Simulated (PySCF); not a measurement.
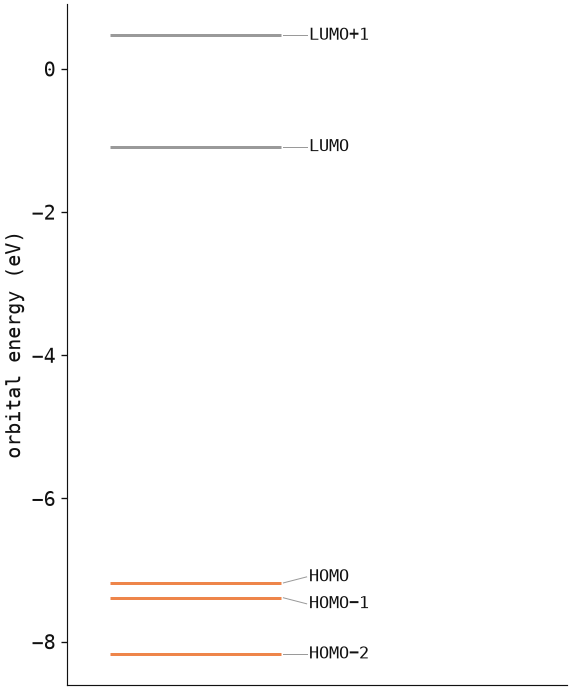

Kohn-Sham orbital energies near the frontier, PBE0/def2-SVPD (IEF-PCM benzene) with PySCF, at a PBE0-D3(BJ)/def2-SVP geometry (no frequency check); empty levels in grey, levels within 0.03 eV side by side.

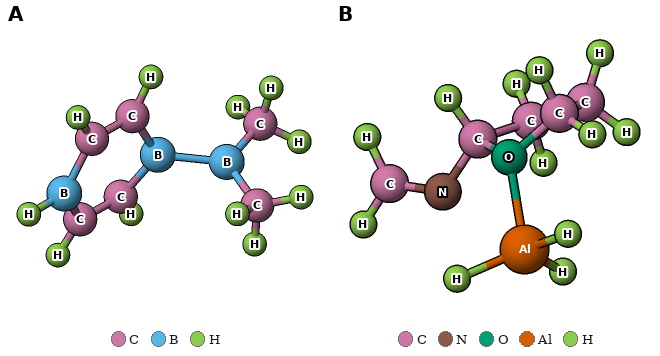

Which molecule has this level scheme? Choose among the lettered structures.

Structure B, C₅H₁₂AlNO, SMILES C=N[C@@H]1CCC[O+]1[AlH3-], singlet. HOMO −7.18 eV, LUMO −1.09 eV, separation 6.09 eV.

Caveats: one conformer of a flexible molecule; empty levels above zero depend strongly on the basis.
